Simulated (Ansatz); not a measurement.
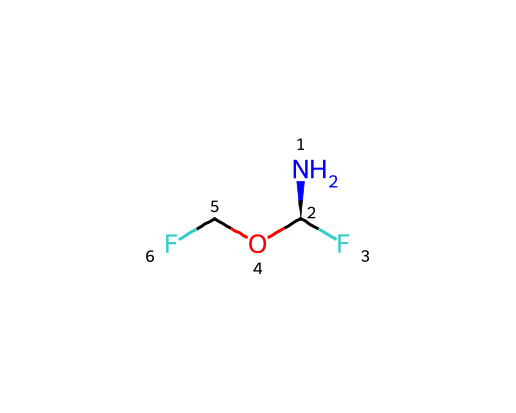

A structural formula, with wedges where it has stereocentres; small numbers name the atoms. The configuration is that of a computed structure (PBE0-D4/def2-TZVP).

Give the R/S and E/Z labels.

Answer. C2: R.

Write the isomeric SMILES.

Answer. N[C@@H](F)OCF
